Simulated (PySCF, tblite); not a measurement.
# C6H10ClFSi: geometry, infrared bands and NMR shifts

What infrared bands and NMR shifts should C6H10ClFSi (`CC[C@@H]1C=C(Cl)C[Si@H]1F`) show?

Programs: tblite 0.8.0 and PySCF 2.14.0, with density-fitted response routines of our own. Each step states its level of theory. These are calculated values for one molecule in the gas phase, unless marked as measured. Atoms count from 0, in the outputs and in this text.

**1. The molecule as given**

19 atoms, charge 0, multiplicity 1; geometry from: force field or distance geometry start.

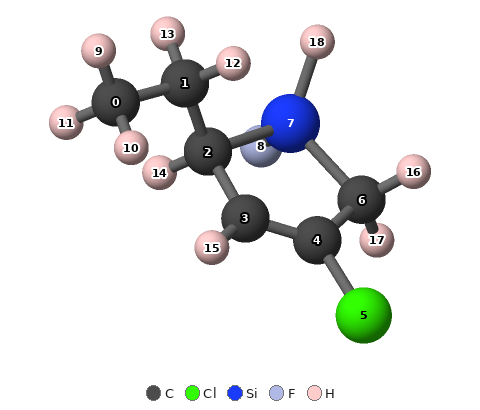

As it starts; carbon dark grey, chlorine green, silicon blue, fluorine light blue, hydrogen pink, atoms numbered.

**2. Optimising the geometry with GFN2-xTB**

What the job is given:

```
{"job": {"kind": "relax", "xc": "GFN2-xTB", "basis": "xTB"}, "charge": 0, "multiplicity": 1}
C      2.672200    -0.407600    -0.078100
C      1.472100     0.392500     0.445600
C      0.173500    -0.414600     0.427400
C     -0.355100    -0.668500    -0.991200
C     -1.575600    -0.222100    -1.306200
Cl    -2.256700    -0.472300    -2.872700
C     -2.408500     0.533900    -0.312600
Si    -1.330400     0.563700     1.262300
F     -1.974700    -0.380600     2.388800
H      3.579500     0.177200     0.036500
H      2.542200    -0.644000    -1.140200
H      2.785400    -1.344400     0.477100
H      1.375800     1.317700    -0.112700
H      1.705000     0.685100     1.485000
H      0.268700    -1.350700     0.964900
H      0.250600    -1.237100    -1.672900
H     -2.610000     1.554000    -0.647000
H     -3.355800     0.009600    -0.114300
H     -0.968000     1.917400     1.753100
```

The run is started by

```
$ OMP_NUM_THREADS=1 python probes_run.py task.json out
```

One launch serves the whole session: the jobs run in the order shown.

**Question.** This job is followed by: GFN2-xTB harmonic vibrations, gas phase; GIAO PBE0/pcSseg-1 NMR shielding, non-relativistic, gas phase. What will the session give for the following? strongest single infrared mode (GFN2-xTB); zero-point energy (GFN2-xTB); ¹³C shifts against TMS (PBE0/pcSseg-1); ¹H shifts against TMS (PBE0/pcSseg-1, means over atoms taken as alike); ³⁵Cl shifts against HCl (PBE0/pcSseg-1); ²⁹Si shifts against TMS (PBE0/pcSseg-1); ¹⁹F shifts against CFCl3 (PBE0/pcSseg-1).

The runs gave:

| quantity | value |
| --- | --- |
| strongest single infrared mode (GFN2-xTB) | 2365 cm⁻¹, 277 km/mol |
| zero-point energy (GFN2-xTB) | 90.6 kcal/mol |
| ¹³C shifts against TMS (PBE0/pcSseg-1) | 145.7, 138.0, 40.5, 28.4, 28.2, 16.9 ppm |
| ¹H shifts against TMS (PBE0/pcSseg-1, means over atoms taken as alike) | 6.27, 5.37, 1.98, 1.93, 1.82, 1.69, 1.16, 1.04 ppm |
| ³⁵Cl shifts against HCl (PBE0/pcSseg-1) | 250 ppm |
| ²⁹Si shifts against TMS (PBE0/pcSseg-1) | 38.3 ppm |
| ¹⁹F shifts against CFCl3 (PBE0/pcSseg-1) | -199.1 ppm |

In words: Over 41 steps the energy fell by 0.172 eV; of the close pairs, C2–Si7 changed most, 1.979 to 1.911 Å. All 51 modes are real, so the xTB geometry is a minimum. The strongest single mode, at 2365 cm⁻¹, moves mainly H18. GFN2-xTB is a fitted tight-binding method: band positions and strengths are rough. Its intensities can rank the bands wrongly. The most deshielded hydrogen is H15 (hydrogen on an alkene CH), at 6.27 ppm: a vinylic proton, deshielded by the sp2 carbon and the C=C anisotropy. At PBE0/pcSseg-1: The largest span, 500 ppm, is at Cl5, where the paramagnetic term is -446 ppm.
